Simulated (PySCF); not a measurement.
**Two runs on C$_{4}$H$_{8}$Si**

System: C$_{4}$H$_{8}$Si, SMILES CC#CC[SiH3].
Method of run A: TDDFT LDA/def2-SVPD, vertical, gas phase, core orbitals frozen in the response (PySCF 2.14.0).

The geometry comes from this level: PBE0-D3(BJ)/def2-SVP. Text and figures count atoms from 1; the logs count them from 0 in places.

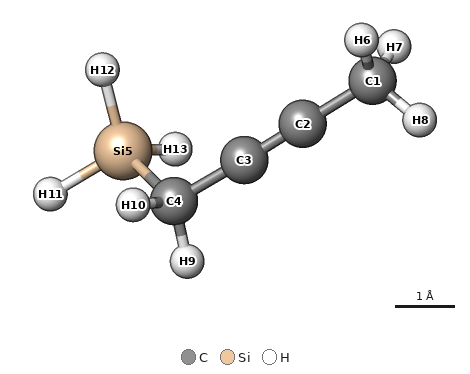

Figure 1. The structure as given in the input (ball-and-stick view, seen at a tilt; atoms are numbered from 1 in the order of the input). Bond lengths as drawn: C–C 1.21 to 1.45 Å, C–H 1.10 Å, C–Si 1.90 Å and H–Si 1.49 to 1.50 Å.

Input file, run A:
```
{"job": {"kind": "uv", "xc": "LDA", "basis": "def2-SVPD", "ip": true}, "charge": 0, "multiplicity": 1}
C      2.759765     0.695946    -0.230686
C      1.482275     0.100590     0.128069
C      0.422461    -0.404234     0.434913
C     -0.874599    -0.959120     0.777365
Si    -2.277577     0.227182     0.297237
H      3.209758     1.216735     0.629250
H      2.645886     1.431152    -1.043045
H      3.476604    -0.068374    -0.569531
H     -1.040371    -1.921677     0.262797
H     -0.944386    -1.165547     1.859548
H     -3.594998    -0.369100     0.682209
H     -2.104258     1.528269     1.007950
H     -2.260727     0.461739    -1.176683
```

The first line tells a small driver script what to run in PySCF; the rest is the geometry in Å.

Command:
```bash
OMP_NUM_THREADS=1 python <driver script> task.json out
```

Hardware: 1 CPU thread, shared host.

Output (run A):
```
coarse grid: 10928 points
cycle   1  E = -443.6646788427  dE =  1.835e-01  |g| = 5.074e-01  |ddm| = 1.070e+01
cycle   2  E = -443.5848620184  dE =  7.982e-02  |g| = 7.155e-01  |ddm| = 2.868e+00
cycle   3  E = -443.7388147617  dE = -1.540e-01  |g| = 7.369e-02  |ddm| = 2.215e+00
cycle   4  E = -443.7400536680  dE = -1.239e-03  |g| = 4.742e-02  |ddm| = 6.041e-01
cycle   5  E = -443.7404871432  dE = -4.335e-04  |g| = 2.554e-02  |ddm| = 8.098e-02
cycle   6  E = -443.7406517012  dE = -1.646e-04  |g| = 5.511e-03  |ddm| = 5.948e-02
cycle   7  E = -443.7406589791  dE = -7.278e-06  |g| = 7.076e-04  |ddm| = 1.712e-02
final grid: 99736 points
cycle   8  E = -443.8221760637  dE = -2.722e-05  |g| = 3.252e-03  |ddm| = 2.418e-01
cycle   9  E = -443.8221724665  dE =  3.597e-06  |g| = 4.992e-03  |ddm| = 1.933e-02
cycle  10  E = -443.8221782363  dE = -5.770e-06  |g| = 1.292e-03  |ddm| = 1.053e-02
cycle  11  E = -443.8221786417  dE = -4.054e-07  |g| = 3.841e-04  |ddm| = 1.969e-03
cycle  12  E = -443.8221786786  dE = -3.683e-08  |g| = 8.374e-05  |ddm| = 9.104e-04
cycle  13  E = -443.8221786805  dE = -1.956e-09  |g| = 1.996e-05  |ddm| = 3.509e-04
cycle  14  E = -443.8221786806  dE = -9.948e-11  |g| = 3.529e-06  |ddm| = 7.341e-05
converged SCF energy = -443.8221786806

Static polarisability (au): isotropic 83.603, principal 63.864 70.005 116.941

Singlet excitations
state   eV       nm        f      main configurations
  1   5.5498    223.4   0.00103   H->L 0.99
  2   5.7592    215.3   0.00069   H-1->L 1.00
  3   6.0096    206.3   0.00091   H->L+2 0.70, H-1->L+1 0.28
  4   6.1133    202.8   0.08892   H->L+1 0.70, H-1->L+2 0.18
  5   6.1697    201.0   0.00046   H-1->L+1 0.70, H->L+2 0.26
  6   6.2496    198.4   0.00136   H->L+3 1.00
  7   6.3980    193.8   0.00305   H->L+4 0.81, H-1->L+2 0.17
  8   6.4819    191.3   0.00042   H-1->L+3 0.99
  9   6.6149    187.4   0.00038   H-1->L+4 0.95
 10   6.7245    184.4   0.00591   H->L+5 0.92

Triplet excitations (Tamm-Dancoff, eV): 5.3089 5.4486 5.6998 5.7203
Vertical ionisation energy (delta-SCF) = 9.0289 eV
```

Run B used a changed input.

The two runs side by side:

| quantity | run A | run B |
| --- | --- | --- |
| outcome | converged | converged |
| total energy (hartree) | −443.822179 | −446.096422 |
| HOMO (eV) | −5.97 | −5.83 |
| LUMO (eV) | −0.46 | −0.31 |
| dipole moment (D) | 0.59 | 0.59 |
| lowest excitation (eV) | 5.55 | 5.56 |
| SCF iterations | 14 | 14 |
| strongest computed line (eV) | 6.11 | 6.09 |
| basis functions | 168 | 168 |
| wall time (shared host) | 37 s | 54 s |

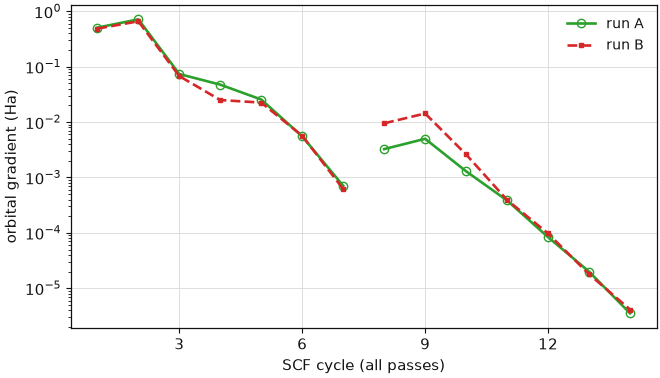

Figure 2. Convergence of the two runs: orbital gradient against the SCF cycle. A break in a curve parts two SCF passes (coarse and final grid). Run A takes 14 cycles in all, and run B takes 14.

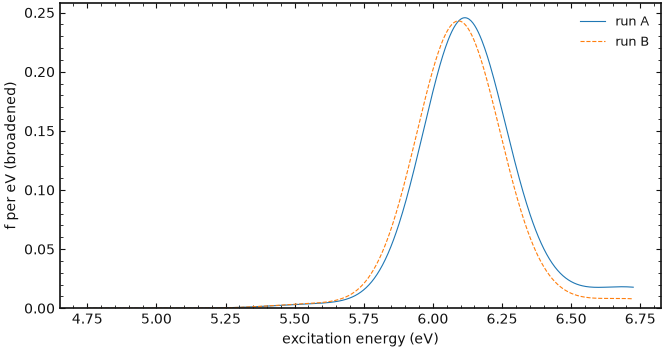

Figure 3. Absorption of the two runs from their computed states, each broadened by a Gaussian of 0.35 eV full width; the range ends where the shorter list of states ends.

Which change of the input explains these differences?

The change (lines with − go, lines with + come):
```diff
-"xc": "LDA"
+"xc": "PBE"
```

The total energies belong to different methods, so their difference says nothing on which is more stable or more accurate. The HOMO goes from −5.97 to −5.83 eV. The LUMO goes from −0.46 to −0.31 eV. The functional changes from LDA to PBE. The number of SCF iterations is the same.

Output (run B):
```
coarse grid: 10928 points
cycle   1  E = -445.9444661360  dE =  1.894e-01  |g| = 4.867e-01  |ddm| = 8.843e+00
cycle   2  E = -445.8806010439  dE =  6.387e-02  |g| = 6.604e-01  |ddm| = 2.843e+00
cycle   3  E = -446.0137594149  dE = -1.332e-01  |g| = 6.755e-02  |ddm| = 2.056e+00
cycle   4  E = -446.0151871209  dE = -1.428e-03  |g| = 2.501e-02  |ddm| = 4.719e-01
cycle   5  E = -446.0152312487  dE = -4.413e-05  |g| = 2.248e-02  |ddm| = 6.469e-02
cycle   6  E = -446.0153554039  dE = -1.242e-04  |g| = 5.658e-03  |ddm| = 3.981e-02
cycle   7  E = -446.0153631801  dE = -7.776e-06  |g| = 6.181e-04  |ddm| = 1.297e-02
final grid: 99736 points
cycle   8  E = -446.0963972332  dE = -1.607e-05  |g| = 9.496e-03  |ddm| = 2.131e-01
cycle   9  E = -446.0963652603  dE =  3.197e-05  |g| = 1.430e-02  |ddm| = 4.332e-02
cycle  10  E = -446.0964205463  dE = -5.529e-05  |g| = 2.600e-03  |ddm| = 2.792e-02
cycle  11  E = -446.0964223021  dE = -1.756e-06  |g| = 3.930e-04  |ddm| = 3.561e-03
cycle  12  E = -446.0964223435  dE = -4.133e-08  |g| = 9.743e-05  |ddm| = 1.054e-03
cycle  13  E = -446.0964223458  dE = -2.333e-09  |g| = 1.793e-05  |ddm| = 3.676e-04
cycle  14  E = -446.0964223459  dE = -1.121e-10  |g| = 4.132e-06  |ddm| = 8.402e-05
converged SCF energy = -446.0964223459

Static polarisability (au): isotropic 81.996, principal 62.533 68.595 114.860

Singlet excitations
state   eV       nm        f      main configurations
  1   5.5574    223.1   0.00118   H->L 1.00
  2   5.7817    214.4   0.00055   H-1->L 1.00
  3   6.0500    204.9   0.00457   H->L+2 0.64, H-1->L+1 0.29
  4   6.0881    203.7   0.07972   H->L+1 0.67, H-1->L+2 0.14
  5   6.1569    201.4   0.00081   H-1->L+1 0.68, H->L+2 0.28
  6   6.1698    201.0   0.00616   H->L+3 0.93
  7   6.3743    194.5   0.00139   H->L+4 0.78, H-1->L+2 0.18
  8   6.4079    193.5   0.00021   H-1->L+3 0.97
  9   6.5944    188.0   0.00051   H-1->L+4 0.97
 10   6.7249    184.4   0.00249   H->L+5 0.96

Triplet excitations (Tamm-Dancoff, eV): 5.1476 5.4443 5.5420 5.5658
Vertical ionisation energy (delta-SCF) = 8.8554 eV
```
